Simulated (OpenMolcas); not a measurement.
# Single-point calculation, with input and output: C3H8O (part 3 of 3)

C3H8O; CASSCF/ANO-RCC-VDZ, DKH2 (OpenMolcas 26.06). The geometry comes from this level: PBE0-D4/def2-TZVP.

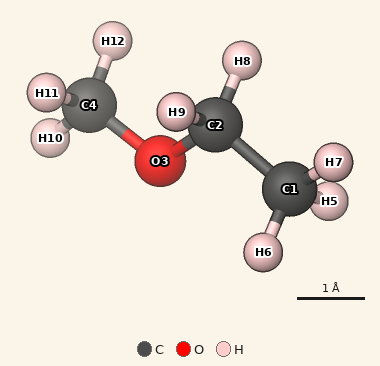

Figure 1. The structure (ball-and-stick view, seen at a tilt; atoms are numbered from 1 in the order of the input).

The program's output, continued:
```
                    **************************************
                    *    Valence Bond Angles / degree    *
                    **************************************
                          Atom centers                 Phi
                      2 C2       1 C1       5 H5       110.57
                      2 C2       1 C1       6 H6       110.56
                      2 C2       1 C1       7 H7       110.39
                      5 H5       1 C1       6 H6       108.28
                      5 H5       1 C1       7 H7       108.49
                      6 H6       1 C1       7 H7       108.49
                      1 C1       2 C2       3 O3       108.91
                      1 C1       2 C2       8 H8       110.60
                      1 C1       2 C2       9 H9       110.60
                      3 O3       2 C2       8 H8       109.88
                      3 O3       2 C2       9 H9       109.88
                      8 H8       2 C2       9 H9       106.96
                      2 C2       3 O3       4 C4       112.42
                      3 O3       4 C4      10 H10      107.73
                      3 O3       4 C4      11 H11      111.60
                      3 O3       4 C4      12 H12      111.60
                     10 H10      4 C4      11 H11      108.85
                     10 H10      4 C4      12 H12      108.84
                     11 H11      4 C4      12 H12      108.17

           ***************************************************************
           *              Valence Dihedral Angles / degree               *
           ***************************************************************
                    Atom centers                       Phi1     Phi2     Theta
           5 H5       1 C1       2 C2       8 H8        110.57   110.60   -60.91
           5 H5       1 C1       2 C2       9 H9        110.57   110.60  -179.21
           6 H6       1 C1       2 C2       8 H8        110.56   110.60   179.18
           6 H6       1 C1       2 C2       9 H9        110.56   110.60    60.88
           7 H7       1 C1       2 C2       8 H8        110.39   110.60    59.14
           7 H7       1 C1       2 C2       9 H9        110.39   110.60   -59.16
           3 O3       2 C2       1 C1       5 H5        108.91   110.57    59.94
           3 O3       2 C2       1 C1       6 H6        108.91   110.56   -59.96
           3 O3       2 C2       1 C1       7 H7        108.91   110.39   179.99
           1 C1       2 C2       3 O3       4 C4        108.91   112.42   179.98
           4 C4       3 O3       2 C2       8 H8        112.42   109.88   -58.73
           4 C4       3 O3       2 C2       9 H9        112.42   109.88    58.69
           2 C2       3 O3       4 C4      10 H10       112.42   107.73  -180.00
           2 C2       3 O3       4 C4      11 H11       112.42   111.60   -60.57
           2 C2       3 O3       4 C4      12 H12       112.42   111.60    60.59
--

            Nuclear Potential Energy            134.21973496 au

--- Stop Module: gateway /rc=_RC_ALL_IS_WELL_ ---

--- Start Module: seward ---

                                              &SEWARD

                       available to each process: 1.9 GB of memory, 1 thread

               SEWARD will generate:
                  Multipole Moment integrals up to order  2
                  Kinetic Energy integrals
                  Nuclear Attraction integrals (point charge)
                  One-Electron Hamiltonian integrals
                  Velocity integrals
                  Relativistic Douglas-Kroll-Hess integrals:
                    - Parametrization         : EXP
                    - DKH order of Hamiltonian: 2
                    - DKH order of Properties : 0
                         - multipole moment operators
                         - electric potential operators
                         - contact operators
                  Orbital angular momentum around (  0.2082   0.2859  -0.0442 )
                  Velocity quadrupole around (  0.2082   0.2859  -0.0442 )
                  Atomic mean-field integrals
                  RI decomposed two-electron repulsion integrals stored Cholesky style
                   - acCD auxiliary basis
                   - CD Threshold:   1.00E-04

                   Integrals are discarded if absolute value <: 1.00E-14
                   Integral cutoff threshold is set to       <: 1.00E-16

            Nuclear Potential Energy            134.21973496 au

      Basis set specifications :
      Symmetry species         a
      Basis functions           52

--- Stop Module: seward /rc=_RC_ALL_IS_WELL_ ---
--- Module seward spent 1 second ---

>>> COPY step2.RunFile RUNFIL2

--- Start Module: expbas ---

                                              &EXPBAS

                       available to each process: 1.9 GB of memory, 1 thread

 Header on input orbitals file:
* RASSCF average (pseudo-natural) orbitals

 Information from input runfile
           Number of symmetries    1
      Number of basis functions   28

 Information from expanded basis set runfile
           Number of symmetries    1
      Number of basis functions   52
 New orbitals have been built in file EXPORB
--- Stop Module: expbas /rc=_RC_ALL_IS_WELL_ ---

--- Start Module: rasscf ---

                                              &RASSCF

                       available to each process: 1.9 GB of memory, 1 thread

      Header of the ONEINT file:
      --------------------------

      OrdInt status: non-squared

      Cartesian coordinates in angstrom:
      -----------------------------------------------------
      No.  Label        X            Y            Z
      -----------------------------------------------------
       1   C1        -1.55240000   0.50430000   0.73380000
       2   C2        -0.42420000  -0.30790000   0.15200000
       3   O3         0.62640000   0.55690000  -0.19760000
       4   C4         1.71730000  -0.12400000  -0.74730000
       5   H5        -1.91380000   1.23440000   0.00710000
       6   H6        -1.21850000   1.04260000   1.62300000
       7   H7        -2.38390000  -0.14580000   1.01440000
       8   H8        -0.76440000  -0.86280000  -0.73700000
       9   H9        -0.06840000  -1.05440000   0.88010000
      10   H10        2.48220000   0.61450000  -0.98890000
      11   H11        2.13810000  -0.85270000  -0.03940000
      12   H12        1.43860000  -0.66010000  -1.66610000
      -----------------------------------------------------
      Nuclear repulsion energy =  134.21973496

++    Wave function specifications:
      -----------------------------

      Number of closed shell electrons          28
      Number of electrons in active shells       6
      Max number of holes in RAS1 space          0
      Max nr of electrons in RAS3 space          0
      Number of inactive orbitals               14
      Number of active orbitals                  6
      Number of secondary orbitals              32
      Spin quantum number                      0.0
      State symmetry                             1
--

++    Orbital specifications:
      -----------------------

      Symmetry species                           1
                                                 a
      Frozen orbitals                            0
      Inactive orbitals                         14
      Active orbitals                            6
      RAS1 orbitals                              0
      RAS2 orbitals                              6
      RAS3 orbitals                              0
      Secondary orbitals                        32
      Deleted orbitals                           0
      Number of basis functions                 52
--

++    CI expansion specifications:
      ----------------------------

      Number of CSFs                           175
      Number of spin combinations              210
      Number of determinants                   400
      Number of root(s) required                 1
      Root chosen for geometry opt.              1
      CI root used                               1

      highest root included in the CI            1
      max. size of the explicit Hamiltonian    175
--

++    Optimization specifications:
      ----------------------------

      RASSCF algorithm: LK RI/DF
      Maximum number of macro iterations       200
      Maximum number of SX iterations          100
      Threshold for RASSCF energy            1.000E-08
      Threshold for max MO rotation          1.000E-01
      Threshold for max BLB element          1.000E-04
      Level shift parameter                  5.000E-01
      Make Quasi-Newton update
--

      The MO-coefficients are taken from the file:
      step2.ExpOrb
      Title:Basis set expanded orbital file EXPORB

      Total molecular charge    0.00

      ************************************************************************************************************************
      *                                            Wave function control section                                             *
      ************************************************************************************************************************

                                         RASSCF iterations: Energy and convergence statistics
                                         ----------------------------------------------------

          iter iter root      energy       change     param      element    value   shift minimum  type update hh:mm:ss
 Nr of preliminary CI iterations:   1
        1   1   15    1  -193.02612909    0.00E+00   5.28E-02    6  29 1  2.14E-01*  0.00   0.00    SX    NO    0:00:00
        2   1   12    1  -193.19563770   -1.70E-01* -2.78E-02    6  29 1  4.10E-02*  0.00   0.00    SX    NO    0:00:00
        3   1   13    1  -193.21048234   -1.48E-02*  1.40E-02   14  40 1  1.99E-02*  0.00   0.00    SX    NO    0:00:00
        4   1   12    1  -193.21211530   -1.63E-03*  6.73E-03    5  21 1  1.01E-02*  0.00   0.00    SX    NO    0:00:00
        5   1   12    1  -193.21241727   -3.02E-04*  4.14E-03   14  40 1  6.30E-03*  0.00   0.84    QN   YES    0:00:00
        6   1   10    1  -193.21252394   -1.07E-04*  2.38E-03   14  40 1  1.06E-03*  0.00   1.23    QN   YES    0:00:00
        7   1    9    1  -193.21253193   -7.99E-06*  1.37E-03    6  22 1  1.64E-04*  0.00   1.09    QN   YES    0:00:00
        8   1    8    1  -193.21253274   -8.10E-07* -1.32E-03   13  37 1  1.23E-04*  0.00   1.40    QN   YES    0:00:00
        9   1    7    1  -193.21253304   -3.06E-07*  4.17E-04   13  21 1  5.23E-05   0.00   1.21    QN   YES    0:00:00
       10   1    7    1  -193.21253309   -4.34E-08*  1.41E-04   13  37 1 -2.19E-05   0.00   1.33    QN   YES    0:00:00
       11   1    6    1  -193.21253310   -8.02E-09  -5.82E-05   13  37 1 -7.87E-06   0.00   1.24    QN   YES    0:00:00
      Convergence after 11 iterations
       12   1    6    1  -193.21253310   -1.32E-09  -5.82E-05   12  28 1  3.11E-06   0.00   1.24    QN   YES    0:00:00

      ************************************************************************************************************************
                                                      Wave function printout:
                       occupation of active orbitals, and spin coupling of open shells (u,d: Spin up or down)
      ************************************************************************************************************************

      Note: transformation to natural orbitals
      has been made, which may change the order of the CSFs.

      printout of CI-coefficients larger than  0.05 for root  1
      energy=    -193.212533
      conf/sym  111111     Coeff  Weight
             1  222000  -0.98505 0.97032
            13  220020   0.06242 0.00390
            21  2ud0ud   0.05587 0.00312
            27  u2d0ud   0.05382 0.00290

      Natural orbitals and occupation numbers for root  1
      sym 1:   1.982432   1.981291   1.976311   0.018165   0.021414   0.020388

      ************************************************************************************************************************
      *                                                    Final results                                                     *
      ************************************************************************************************************************

++    Final optimization conditions:
      ------------------------------

      Average CI energy                            -193.21253310
      RASSCF energy for state  1                   -193.21253310
      Super-CI energy                                -0.00000000
      RASSCF energy change                           -0.00000000
      Max change in MO coefficients               7.339E-05
      Max non-diagonal density matrix element    -5.818E-05
      Maximum BLB matrix element                  3.107E-06
      (orbital pair  12,  28 in symmetry   1)
      Norm of electronic gradient            1.346E-05
--

      Final state energy(ies):
      ------------------------

::    RASSCF root number  1 Total energy:   -193.21253310
      Von Neumann Entropy (Root   1) =  0.24217

      Mulliken population analysis for root number:  1
      -----------------------------------------------

++    Molecular charges:
      ------------------

      Mulliken charges per centre
      ---------------------------

                C1      C2      O3      C4      H5      H6      H7      H8      H9      H10     H11     H12
      Total    6.2184  5.8638  8.5225  5.9572  0.9032  0.9195  0.9233  0.9525  0.9528  0.9103  0.9383  0.9383

      N-E     -0.2184  0.1362 -0.5225  0.0428  0.0968  0.0805  0.0767  0.0475  0.0472  0.0897  0.0617  0.0617

      Total electronic charge=   34.000000

      Total            charge=   -0.000000
--

      Expectation values of various properties for root number:  1
      -----------------------------------------------------------

++    Molecular properties:
      ---------------------

      Charge (e):
                      =   -0.0000
      Dipole Moment (debye):
      Origin of the operator (angstrom)=    0.1101    0.1513   -0.0234
                   X= -3.0431E-02               Y= -1.9734E+00               Z= -2.1980E-01           Total=  1.9858E+00
      Quadrupole Moment (debye*angstrom):
      Origin of the operator (angstrom)=    0.1101    0.1513   -0.0234
                  XX= -2.4610E+01              XY= -8.5504E-01              XZ= -1.2714E+00              YY= -2.8467E+01
                  YZ=  2.3345E-01              ZZ= -2.6752E+01
      In traceless form (debye*angstrom)
                  XX=  2.9996E+00              XY= -1.2826E+00              XZ= -1.9071E+00              YY= -2.7859E+00
                  YZ=  3.5018E-01              ZZ= -2.1369E-01
--

      LoProp population analysis for root number:  1
      -----------------------------------------------

++    LoProp analysis:
      ----------------

++    Static properties:
      ------------------

      LoProp Charges per center

                   C1       C2       O3       C4       H5       H6       H7       H8       H9       H10
      Nuclear      6.0000   6.0000   8.0000   6.0000   1.0000   1.0000   1.0000   1.0000   1.0000   1.0000
      Electronic  -6.2763  -5.9400  -8.4285  -6.0693  -0.8977  -0.8966  -0.9082  -0.9276  -0.9277  -0.8846

      Total       -0.2763   0.0600  -0.4285  -0.0693   0.1023   0.1034   0.0918   0.0724   0.0723   0.1154

                   H11      H12
      Nuclear      1.0000   1.0000
      Electronic  -0.9218  -0.9218

      Total        0.0782   0.0782
--

      Natural Bond Order analysis for root number:  1

++    Natural Bond Order analysis
      ---------------------------
      Based on LoProp computed density
      -------------------------------------------------------------------------------------
      Atom A       Atom B       Bond Order
      -------------------------------------------------------------------------------------
      NBO located      0.999 non-bonded electrons on atom C1
      NBO located      0.999 non-bonded electrons on atom C2
      NBO located      1.000 non-bonded electrons on atom O3
      NBO located      0.999 non-bonded electrons on atom C4
      The remaining   15.929 electrons are to be considered as diffuse
--

--

      Average orbitals are written to the RASORB file
      Natural orbitals for root   1 are written to the RASORB.1 file
      Spin density orbitals for root   1 are written to the SPDORB.1 file

--- Stop Module: rasscf /rc=_RC_ALL_IS_WELL_ ---
--- Module rasscf spent 1 second ---

.##################.
.# Happy landing! #.
.##################.

    Timing: Wall=6.98 User=5.55 System=1.20
```

The run was set up as follows.

Input file:
```
&gateway
  coord
  12
  angstrom
  C       -1.552400       0.504300       0.733800
  C       -0.424200      -0.307900       0.152000
  O        0.626400       0.556900      -0.197600
  C        1.717300      -0.124000      -0.747300
  H       -1.913800       1.234400       0.007100
  H       -1.218500       1.042600       1.623000
  H       -2.383900      -0.145800       1.014400
  H       -0.764400      -0.862800      -0.737000
  H       -0.068400      -1.054400       0.880100
  H        2.482200       0.614500      -0.988900
  H        2.138100      -0.852700      -0.039400
  H        1.438600      -0.660100      -1.666100
  basis = ANO-RCC-MB
  group = NoSym

&seward

&rasscf
  fileorb = $CurrDir/step1.ScfOrb
  alter = 3
  1 8 15
  1 9 16
  1 18 27
  spin = 1
  nactel = 6 0 0
  inactive = 14
  ras2 = 6
  orblisting = Nothing
>>> COPY $Project.RunFile RUNFIL1
>>> COPY $Project.RasOrb INPORB

&gateway
  coord
  12
  angstrom
  C       -1.552400       0.504300       0.733800
  C       -0.424200      -0.307900       0.152000
  O        0.626400       0.556900      -0.197600
  C        1.717300      -0.124000      -0.747300
  H       -1.913800       1.234400       0.007100
  H       -1.218500       1.042600       1.623000
  H       -2.383900      -0.145800       1.014400
  H       -0.764400      -0.862800      -0.737000
  H       -0.068400      -1.054400       0.880100
  H        2.482200       0.614500      -0.988900
  H        2.138100      -0.852700      -0.039400
  H        1.438600      -0.660100      -1.666100
  basis = ANO-RCC-VDZ
  group = NoSym
  ricd

&seward
>>> COPY $Project.RunFile RUNFIL2

&expbas

&rasscf
  fileorb = $Project.ExpOrb
  spin = 1
  nactel = 6 0 0
  inactive = 14
  ras2 = 6
  orblisting = Nothing
  orbappear = Compact
```

Command:
```bash
export MOLCAS_MEM=1860
pymolcas step2.inp > step2.log
```

Key numbers:

| quantity | value |
| --- | --- |
| outcome | converged |
| total energy | −193.212533 hartree |
| CASSCF energy | −193.212533 hartree |
| basis functions | 52 |
| hardware | 1 thread of Intel Xeon (Sapphire Rapids), 16 GiB of memory available, shared host |
| wall time | 7.5 s |
| peak memory | 0.38 GiB |

The record of the run, not the program, notes: an active orbital turned away from the chosen space.
